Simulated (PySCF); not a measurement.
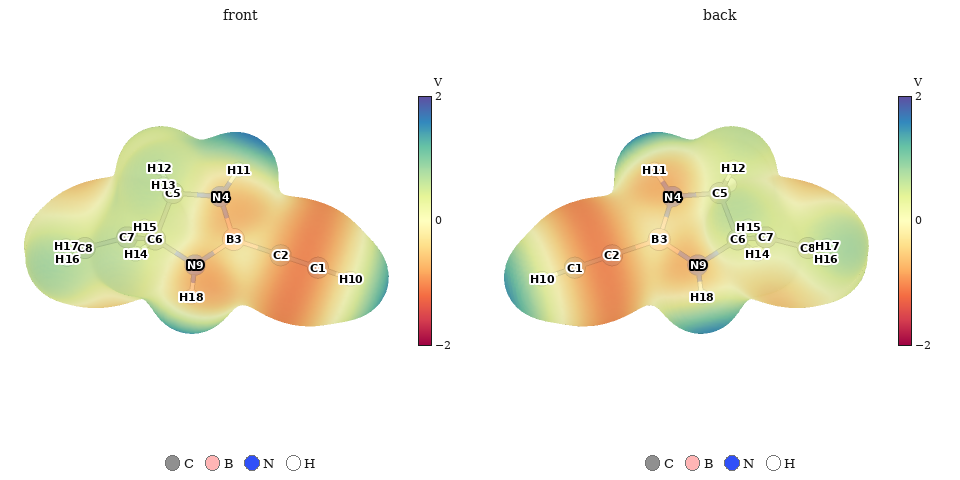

The picture shows: C$_{6}$H$_{9}$BN$_{2}$. The electrostatic potential painted on the density surface at 0.002 e/bohr³, seen from the front and from behind; red is negative and blue positive.

Geometry: GFN2-xTB.

Computed with PBE0/pcSseg-1, SCF density, gas phase, non-relativistic in PySCF 2.14.0.

```xyz
18

C    -4.0353   -0.2032   -1.4791
C    -2.9312   -0.1686   -1.0048
B    -1.5362   -0.1277   -0.4074
N    -1.0370   -0.9617    0.6083
C     0.3274   -0.6378    0.9551
C     0.7220    0.5009   -0.0236
C     1.8309    0.0721   -0.9440
C     3.0231    0.6351   -0.9917
N    -0.5014    0.7582   -0.7587
H    -5.0013   -0.2323   -1.8946
H    -1.4893   -1.6934    1.1251
H     0.9905   -1.5047    0.8293
H     0.4082   -0.3026    1.9978
H     1.0403    1.3973    0.5290
H     1.5764   -0.7512   -1.5988
H     3.2855    1.4600   -0.3487
H     3.7909    0.2970   -1.6672
H    -0.4724    1.4689   -1.4669
```

Where is the surface potential most negative and most positive?

The most negative region (about −1.0 V) lies over C1 and C2, the most positive (about +1.6 V) over H11 and H18.

What dipole moment does the calculation give?

Its dipole moment is 1.16 D.
